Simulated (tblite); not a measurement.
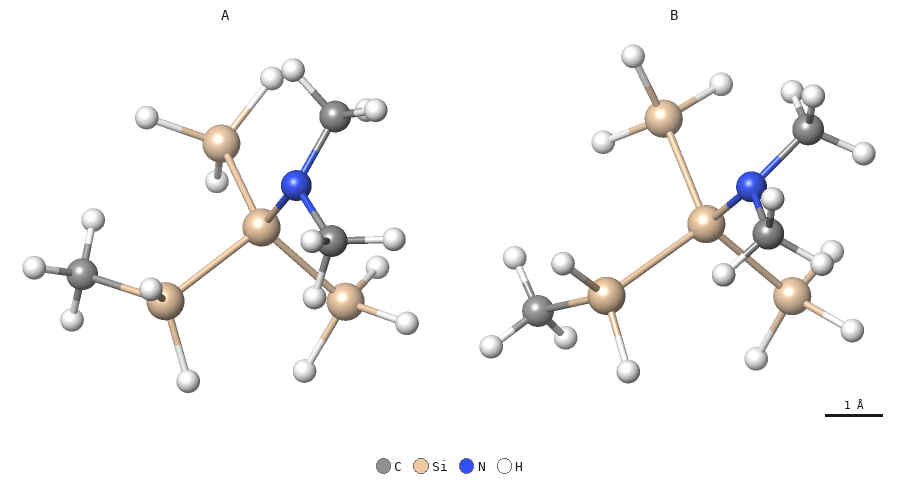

Two geometries of C3H17NSi4, drawn at one scale. One is the start of a relaxation, the other its converged end. A ball-and-stick model, seen at a tilt.

Method: tblite, GFN2-xTB geometry optimisation, gas phase. 

Question: Which one is relaxed?

Answer: Structure B is the relaxed one. The largest move after the best rigid fit is that of an H atom, 1.54 Å. By element the largest moves are H 1.54 Å, C 0.69 Å, Si 0.54 Å, N 0.16 Å. Near-neighbour distances that change, for instance: Si–Si 2.232 → 2.363 Å, Si–Si 2.225 → 2.343 Å, C–Si 1.856 → 1.898 Å, N–Si 1.787 → 1.751 Å. Bond angles that change, for instance: Si–N–C 110.5° → 120.7°, Si–Si–H 108.9° → 117.5°, Si–Si–N 113.4° → 104.8°. Groups turn about C–Si by about 50°, C–N by about 45°, Si–Si by about 40°. Over 225 geometry steps the energy falls by 111.7 kJ/mol.
